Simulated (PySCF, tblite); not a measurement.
# C4H3O3S2−: a rotation path, then NMR shifts on frames

Aim: move C4H3O3S2− (`O=S(=O)([O-])c1cccs1`) away from its starting geometry and see how NMR shifts follow the geometry.

The runs use tblite 0.8.0 and PySCF 2.14.0, with density-fitted response routines of our own; the level of theory stands in each step. All values are computed, except where a source is named. Atoms are numbered from 0 throughout.

### 1 The starting structure

12 atoms, charge -1, multiplicity 1; geometry from: GFN2-xTB.

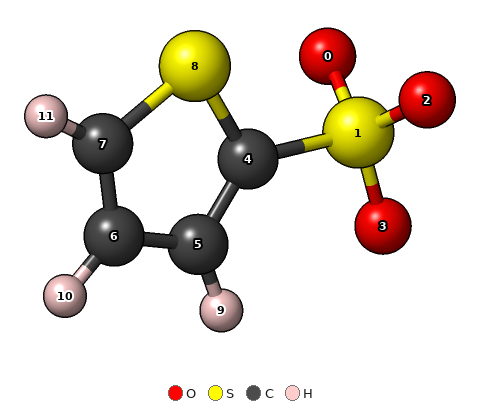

As it starts; oxygen red, sulfur yellow, carbon dark grey, hydrogen pink, atoms numbered.

### 2 A band between two rotamers with GFN2-xTB

What the job is given:

```
{"job": {"kind": "neb", "xc": "GFN2-xTB", "basis": "xTB", "atoms": [5, 4, 1, 3], "turn": 120}, "charge": -1, "multiplicity": 1}
O      2.460289     1.626560     0.029009
S      2.190735     0.206427     0.214294
O      2.492890    -0.298507     1.547531
O      2.644593    -0.646428    -0.876045
C      0.391414     0.102430     0.119378
C     -0.390521    -0.591848    -0.741497
C     -1.774690    -0.419590    -0.495109
C     -2.007235     0.409168     0.556107
S     -0.530248     0.985719     1.253017
H      0.026804    -1.202134    -1.521552
H     -2.552186    -0.891024    -1.074034
H     -2.950647     0.718543     0.962873
```

Method: GFN2-xTB climbing-image nudged elastic band, gas phase.

Launch:

```bash
$ OMP_NUM_THREADS=1 python probes_run.py task.json out
```

This one command runs all jobs of the session in turn.

Log:

```text
image   E - E0 / eV
  0      -0.0000
  1       0.0003
  2       0.0011
  3       0.0013
  4       0.0010
  5       0.0016
  6       0.0018
  7       0.0009
  8       0.0000
```

It took 2.5 s on 1 thread of Arm Neoverse V1, shared host; peak memory 0.18 GiB.

The final band, with the dihedral C5–C4–S1–O3:

```
image  dihedral (°)  energy (eV)  energy (kcal/mol)
    0             0        0.000                0.0
    1            16        0.000                0.0
    2            31        0.001                0.0
    3            45        0.001                0.0
    4            60        0.001                0.0
    5            74        0.002                0.0
    6            89        0.002                0.0
    7           104        0.001                0.0
    8           120        0.000                0.0
```

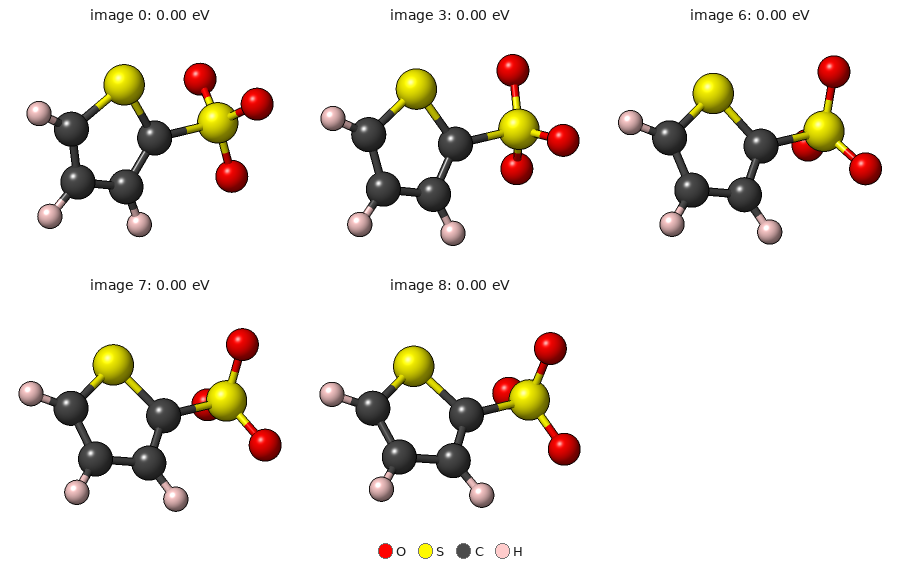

Images along the band.

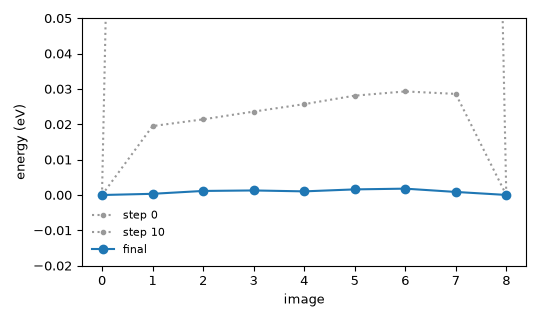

Energy along the band, early and final.

### 3 NMR shieldings: image 0, PBE0/pcSseg-1

What the job is given:

```
{"job": {"kind": "nmr", "xc": "PBE0", "basis": "pcSseg-1", "pop": false}, "charge": -1, "multiplicity": 1}
O      2.460300     1.626600     0.029000
S      2.190700     0.206400     0.214300
O      2.492900    -0.298500     1.547500
O      2.644600    -0.646400    -0.876000
C      0.391400     0.102400     0.119400
C     -0.390500    -0.591800    -0.741500
C     -1.774700    -0.419600    -0.495100
C     -2.007200     0.409200     0.556100
S     -0.530200     0.985700     1.253000
H      0.026800    -1.202100    -1.521600
H     -2.552200    -0.891000    -1.074000
H     -2.950600     0.718500     0.962900
```

With the program's defaults for keys left out, this is: GIAO PBE0/pcSseg-1 NMR shielding, non-relativistic, gas phase.

Log:

```text
coarse grid: 12712 points
cycle   1  E = -1175.1198180994  dE =  2.489e+00  |g| = 1.317e+00  |ddm| = 4.043e+00
cycle   2  E = -1174.5826126658  dE =  5.372e-01  |g| = 2.167e+00  |ddm| = 3.326e+00
cycle   3  E = -1175.4209962825  dE = -8.384e-01  |g| = 2.188e-01  |ddm| = 2.371e+00
cycle   4  E = -1175.4302353089  dE = -9.239e-03  |g| = 1.118e-01  |ddm| = 3.524e-01
cycle   5  E = -1175.4331388532  dE = -2.904e-03  |g| = 3.702e-02  |ddm| = 1.304e-01
cycle   6  E = -1175.4334724593  dE = -3.336e-04  |g| = 9.910e-03  |ddm| = 3.903e-02
cycle   7  E = -1175.4334963716  dE = -2.391e-05  |g| = 2.496e-03  |ddm| = 1.192e-02
cycle   8  E = -1175.4334977425  dE = -1.371e-06  |g| = 6.057e-04  |ddm| = 2.598e-03
final grid: 118064 points
cycle   9  E = -1175.5229820656  dE = -1.434e-05  |g| = 1.253e-02  |ddm| = 3.043e-02
cycle  10  E = -1175.5229296737  dE =  5.239e-05  |g| = 1.934e-02  |ddm| = 3.226e-02
cycle  11  E = -1175.5230149278  dE = -8.525e-05  |g| = 1.915e-03  |ddm| = 2.180e-02
cycle  12  E = -1175.5230157399  dE = -8.120e-07  |g| = 5.792e-04  |ddm| = 2.552e-03
cycle  13  E = -1175.5230158174  dE = -7.757e-08  |g| = 1.416e-04  |ddm| = 6.562e-04
cycle  14  E = -1175.5230158215  dE = -4.091e-09  |g| = 4.238e-05  |ddm| = 1.472e-04
cycle  15  E = -1175.5230158219  dE = -3.479e-10  |g| = 1.939e-05  |ddm| = 5.416e-05
converged SCF energy = -1175.5230158219

GIAO shielding tensors (ppm)
atom      isotropic    diamagn.    paramagn.     s11        s22        s33       span
  0 O       79.580     400.747    -321.168     37.766     83.413    117.560     79.794
  1 S      200.189    1047.935    -847.745     49.866    267.415    283.288    233.422
  2 O       79.603     400.736    -321.133     38.045     83.390    117.375     79.329
  3 O      115.451     403.275    -287.825     62.945    102.730    180.677    117.733
  4 C       12.350     272.702    -260.352    -52.285    -14.547    103.880    156.165
  5 C       63.326     250.492    -187.167     -5.896     48.706    147.166    153.062
  6 C       61.143     255.454    -194.311    -22.232     54.479    151.181    173.413
  7 C       57.717     262.210    -204.493    -35.153     68.939    139.365    174.518
  8 S      281.096    1058.826    -777.730    141.839    288.434    413.013    271.174
  9 H       24.662      34.113      -9.450     21.095     25.159     27.733      6.638
 10 H       25.191      32.170      -6.978     22.447     24.845     28.281      5.834
 11 H       25.145      32.515      -7.369     22.541     25.313     27.583      5.042
```

It took 23 s on 1 thread of Arm Neoverse V1, shared host; peak memory 0.85 GiB.

The references, computed at this level on geometries of the same kind, shield at (ppm): ¹H TMS 31.72, ¹³C TMS 186.9, ¹⁷O H2O 336.1, ³³S CS2 504. Their shielding less the atom's gives the shift. The references are single molecules in the gas phase, so shifts against H2O, NH3, PH3, H3PO4 or CFCl3 are not on the usual liquid scales and can be off by tens of ppm. Each atom is listed at this fixed geometry, with no averaging over motion; a spectrum would average atoms that exchange fast.

```
atoms                                         environment  σ (ppm)  δ (ppm)
   C4                      aromatic carbon bearing sulfur     12.3    174.6
   C7                 aromatic CH next to the ring sulfur     57.7    129.2
   C6                                         aromatic CH     61.1    125.8
   C5                                         aromatic CH     63.3    123.6
   H9                          hydrogen on an aromatic CH    24.66     7.05
  H11  hydrogen on an aromatic CH next to the ring sulfur    25.15     6.57
  H10                          hydrogen on an aromatic CH    25.19     6.53
   O0                      oxygen of an anionic S–O group     79.6    256.5
   O2                      oxygen of an anionic S–O group     79.6    256.5
   O3                      oxygen of an anionic S–O group    115.5    220.6
   S1                                     sulfonyl sulfur      200      304
   S8                                aromatic ring sulfur      281      223
```

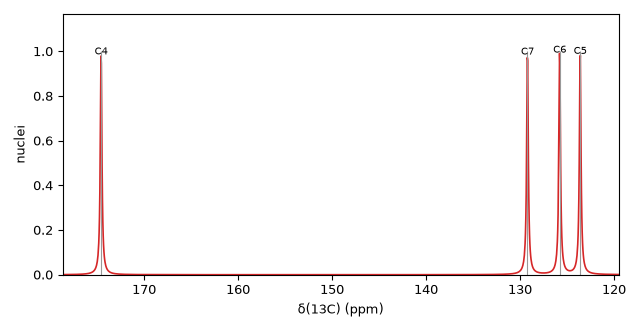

¹³C lines at the computed shifts, without couplings. Lines are broadened to a width of 0.20 ppm (Lorentzian).

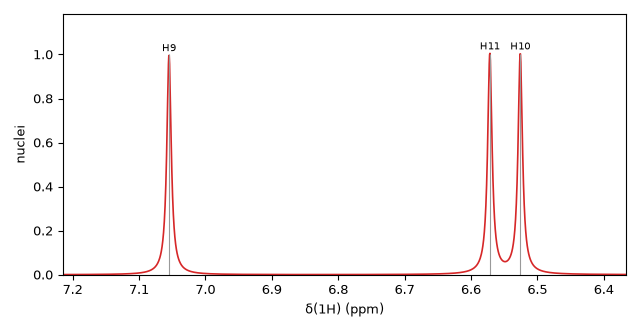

¹H lines at the computed shifts, without couplings. Lines are broadened to a width of 0.01 ppm (Lorentzian).

Ring of atoms C4, C5, C6, C7, S8: NICS(0) -12.6, NICS(1) -11.0, NICS(1)zz -25.2 ppm (means of both faces).

### 4 Nuclear shieldings: image 3, PBE0/pcSseg-1

What the job is given:

```
{"job": {"kind": "nmr", "xc": "PBE0", "basis": "pcSseg-1", "pop": false}, "charge": -1, "multiplicity": 1}
O      2.441600     1.567900     0.711800
S      2.188400     0.233800     0.184100
O      2.528700    -0.854100     1.093600
O      2.621500     0.027300    -1.191900
C      0.389400     0.141500     0.083800
C     -0.389200    -0.753200    -0.570300
C     -1.773600    -0.516600    -0.390400
C     -2.007300     0.560100     0.405200
S     -0.531900     1.291100     0.945100
H      0.033300    -1.542300    -1.164300
H     -2.545400    -1.121300    -0.837600
H     -2.954200     0.965200     0.705000
```

Method: GIAO PBE0/pcSseg-1 NMR shielding, non-relativistic, gas phase.

Log:

```text
coarse grid: 12712 points
cycle   1  E = -1175.1191404188  dE =  2.490e+00  |g| = 1.317e+00  |ddm| = 4.039e+00
cycle   2  E = -1174.5747014189  dE =  5.444e-01  |g| = 2.172e+00  |ddm| = 3.480e+00
cycle   3  E = -1175.4203452244  dE = -8.456e-01  |g| = 2.250e-01  |ddm| = 2.511e+00
cycle   4  E = -1175.4302263659  dE = -9.881e-03  |g| = 1.109e-01  |ddm| = 3.440e-01
cycle   5  E = -1175.4328870316  dE = -2.661e-03  |g| = 3.669e-02  |ddm| = 1.232e-01
cycle   6  E = -1175.4332023296  dE = -3.153e-04  |g| = 1.006e-02  |ddm| = 3.910e-02
cycle   7  E = -1175.4332273877  dE = -2.506e-05  |g| = 2.605e-03  |ddm| = 1.307e-02
cycle   8  E = -1175.4332288045  dE = -1.417e-06  |g| = 9.003e-04  |ddm| = 3.010e-03
final grid: 118064 points
cycle   9  E = -1175.5228484984  dE = -1.322e-05  |g| = 1.268e-02  |ddm| = 2.980e-02
cycle  10  E = -1175.5227920958  dE =  5.640e-05  |g| = 1.995e-02  |ddm| = 3.436e-02
cycle  11  E = -1175.5228818959  dE = -8.980e-05  |g| = 2.082e-03  |ddm| = 2.361e-02
cycle  12  E = -1175.5228828335  dE = -9.376e-07  |g| = 5.950e-04  |ddm| = 2.743e-03
cycle  13  E = -1175.5228829160  dE = -8.251e-08  |g| = 1.401e-04  |ddm| = 6.671e-04
cycle  14  E = -1175.5228829200  dE = -3.995e-09  |g| = 4.330e-05  |ddm| = 1.536e-04
cycle  15  E = -1175.5228829204  dE = -3.643e-10  |g| = 2.023e-05  |ddm| = 5.749e-05
converged SCF energy = -1175.5228829204

GIAO shielding tensors (ppm)
atom      isotropic    diamagn.    paramagn.     s11        s22        s33       span
  0 O      105.785     401.717    -295.933     40.915    101.907    174.532    133.617
  1 S      199.594    1047.954    -848.361     49.658    264.320    284.803    235.146
  2 O       78.980     401.078    -322.099     47.384     78.759    110.795     63.412
  3 O       96.006     402.380    -306.374     46.552     94.482    146.983    100.431
  4 C       11.390     272.157    -260.767    -56.567     -8.857     99.595    156.162
  5 C       62.971     251.053    -188.082    -11.010     47.678    152.245    163.255
  6 C       58.609     255.402    -196.793    -24.712     52.161    148.376    173.088
  7 C       60.990     262.432    -201.442    -28.875     69.345    142.500    171.375
  8 S      279.929    1058.881    -778.952    143.815    291.908    404.065    260.250
  9 H       24.645      33.742      -9.098     21.342     24.639     27.953      6.611
 10 H       25.031      32.159      -7.127     22.255     24.859     27.980      5.725
 11 H       25.385      32.603      -7.218     22.757     25.424     27.975      5.218
```

Run time: 23 s. Hardware: 1 thread of Arm Neoverse V1, shared host; peak memory 0.84 GiB.

In short: δ C4 175.5, C6 128.3, C7 125.9, C5 124.0, H9 7.07, H10 6.69 ppm.

[end of part 1 of 2]
